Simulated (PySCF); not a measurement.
## Electronic structure of C4H11FSi2 (SMILES C=CCC[SiH2][SiH2]F) in real space

```csv
atom,x (Å),y (Å),z (Å)
C,-3.4428,-0.0405,0.3265
C,-2.4859,-0.3725,-0.5190
C,-1.1290,-0.8556,-0.1190
C,-0.0455,0.1300,-0.5603
Si,1.7036,-0.4244,-0.0525
Si,3.2343,1.1376,-0.7771
F,4.6974,0.4973,-0.5323
H,-3.3067,-0.1227,1.3926
H,-4.4017,0.3196,-0.0059
H,-2.6453,-0.2770,-1.5861
H,-0.9385,-1.8261,-0.5849
H,-1.0865,-0.9881,0.9633
H,-0.1014,0.2544,-1.6443
H,-0.2697,1.1085,-0.1291
H,1.7091,-0.6083,1.4095
H,1.9280,-1.7667,-0.6174
H,3.2617,1.4471,-2.2054
H,3.3099,2.3938,-0.0349
```

Geometry: GFN2-xTB.

Level of theory: PBE0/pcSseg-1, SCF density, gas phase, non-relativistic (PySCF).

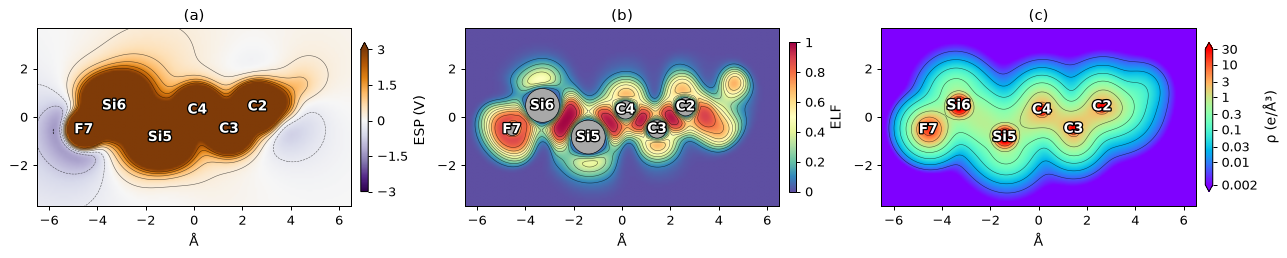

Figure 1. (a) molecular electrostatic potential; (b) electron localisation function; (c) total electron density on the plane of atoms C2, C3 and C4. Grey discs cover the atomic cores in the ELF map.

### What does the map show?

- The section cuts through C, Si and F sites.
- Si–F (1.62 Å): the density is about 1 e/Å³ at the midpoint; the ELF peaks at about 0.85 in the valence shell of F, 0.6 Å from its nucleus, and is about 0.50 at the midpoint.
- C–Si (1.90 Å): the density is about 0.91 e/Å³ at the midpoint; the ELF peaks at about 0.95 between the atoms (a shared electron pair).
- Si–Si (2.30 Å): ρ is about 0.7 e/Å³ halfway; the ELF peaks at about 1 between the atoms (a covalent bond).
- C–C (1.49 Å): ρ at the midpoint is about 1.7 e/Å³; the ELF peaks at about 0.95 between the atoms (a shared electron pair).
- The ELF also peaks beside F7, away from the bonds: lone-pair regions.
- Outside the dense part of the molecule the potential is most negative (−1.4 V) near F7.

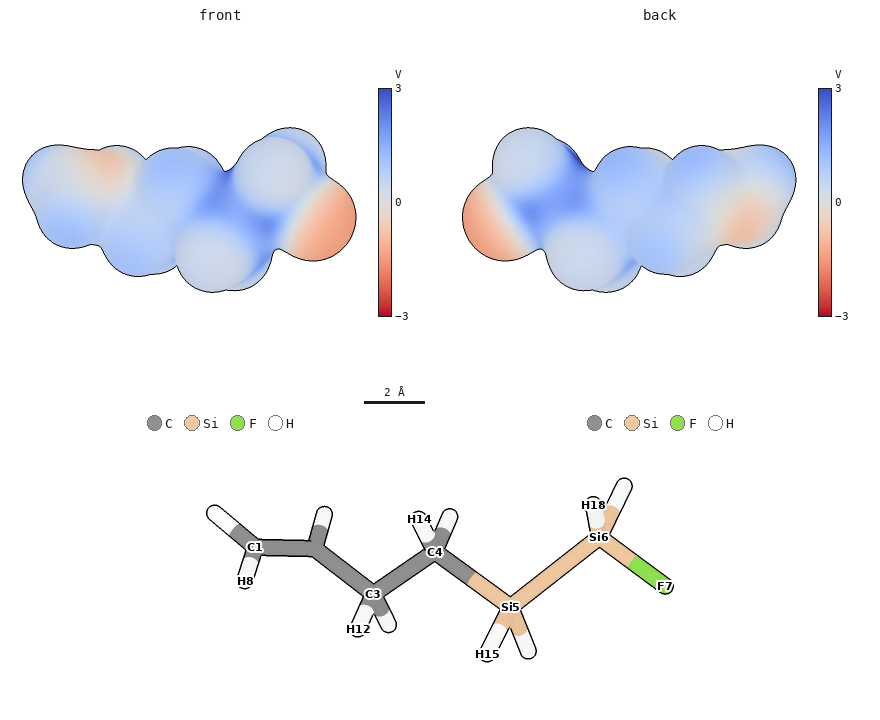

Figure 2. The electrostatic potential painted on the density surface at 0.004 e/bohr³, seen from the front and from behind; red is negative and blue positive. The bare structure is drawn below in the same view.

### Where is the surface potential most negative and most positive?

The most negative region (about −1.3 V, or −30 kcal/mol for a unit charge) lies over F7, the most positive (about +2.8 V, or +65 kcal/mol for a unit charge) over Si6.

### What dipole moment does the calculation give?

Its dipole moment is 2.23 D.
